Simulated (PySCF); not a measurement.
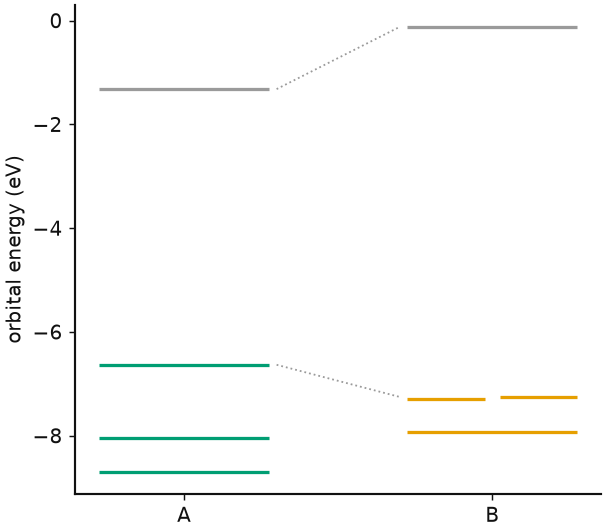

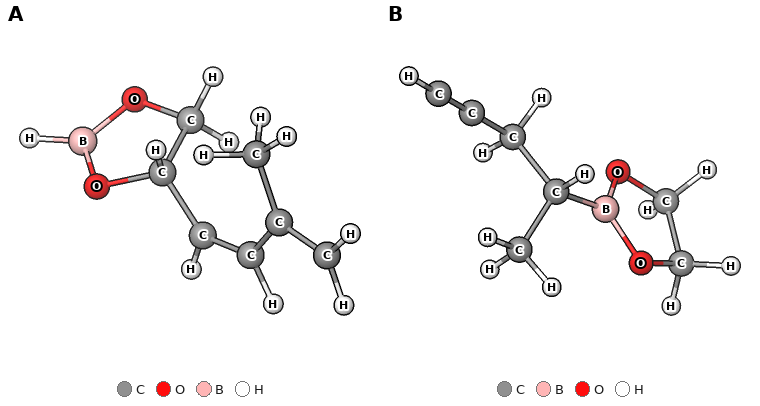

Related molecules: A is C₇H₁₁BO₂, SMILES C=C(C)/C=C\[C@H]1COBO1; B is C₇H₁₁BO₂, SMILES C#CC[C@@H](C)B1OCCO1. Frontier orbital energies, B3LYP/def2-SVPD in PySCF, at a PBE0-D3(BJ)/def2-SVP geometry (no frequency check); drawn are at most three filled levels and, in grey, the LUMO with any level within 0.03 eV of it; dotted lines join the HOMOs and the LUMOs.

Question: What does the change do to the frontier levels?

Answer: From A to B the HOMO falls by 0.62 eV and the LUMO rises by 1.20 eV, so the separation goes from 5.31 to 7.14 eV.

Question: Does the ΔSCF ionisation energy follow the HOMO?

Answer: A: −ε(HOMO) 6.63, ΔSCF 8.57 eV; B: −ε(HOMO) 7.25, ΔSCF 9.68 eV.

Caveats, for all or some of the runs: one conformer of a flexible molecule.
